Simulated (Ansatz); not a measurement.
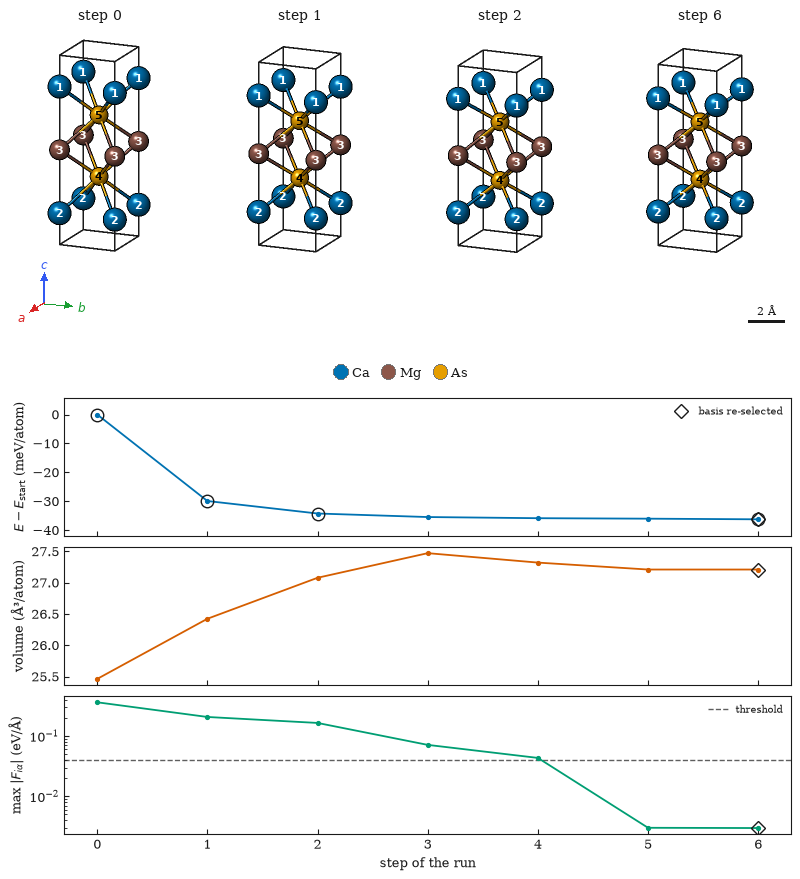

Frames of a relaxation of crystalline Ca2MgAs2 (a generated structure, set up in P4/mmm) (coarse preliminary run), marked on the history of the run. Style: ball-and-stick. Shown: the cell of the calculation, slightly off an axis.

The calculation used DFT PBE, scalar-relativistic, plane waves, PAW (Ansatz). Set-up: plane-wave cutoff 420 eV; k-point mesh 6 × 6 × 2; occupations gaussian; smearing width 0.1 eV; no spin polarisation; cell and atoms relaxed; force threshold 0.04 eV/Å; at most 70 steps.

**Describe the path.**

The largest moves relative to the cell, 0.23 Å, are those of Ca1 and Ca2. Ca1 goes along −c. By element the largest moves are Ca 0.23 Å, As 0.04 Å. Mg stays in place. Cell: a = b 3.390 → 3.584 Å (+5.7 %), c 11.081 → 10.592 Å (−4.4 %). Volume +6.9 %. Near-neighbour distances that change, for instance: Ca1–Ca1 3.390 → 3.584 Å, Ca1–As5 3.062 → 3.017 Å, Mg3–As4 2.997 → 3.039 Å. Among the angles between lasting bonds that change: As4–Ca2–As4 103.0° → 114.3°, As4–Ca2–As4 67.2° → 72.9°. The space group stays P4/mmm (No. 123). After 5 accepted moves (6 points after the start) the energy has fallen by 36.2 meV per atom. The largest force component goes from 0.36 to 0.003 eV/Å. Pressure: 0.33 GPa at the start and −0.04 GPa at the end. The SCF was repeated once at an unchanged geometry on a basis and grid sized afresh for the cell, which shifted the energy by 0.2 meV per atom at most. Cost: 31 s on 1 thread of Intel(R) Xeon(R) Platinum 8375C CPU @ 2.90GHz (Ice Lake) (shared host), peak memory 0.47 GiB. From step 0 to 1: Ca atoms move most (0.17 Å), volume +3.8 %, energy −29.9 meV per atom. From step 1 to 2: As atoms move most (0.07 Å), volume +2.5 %, energy −4.3 meV per atom. From step 2 to 6: As atoms move most (0.05 Å), volume +0.5 %, energy −2.0 meV per atom.
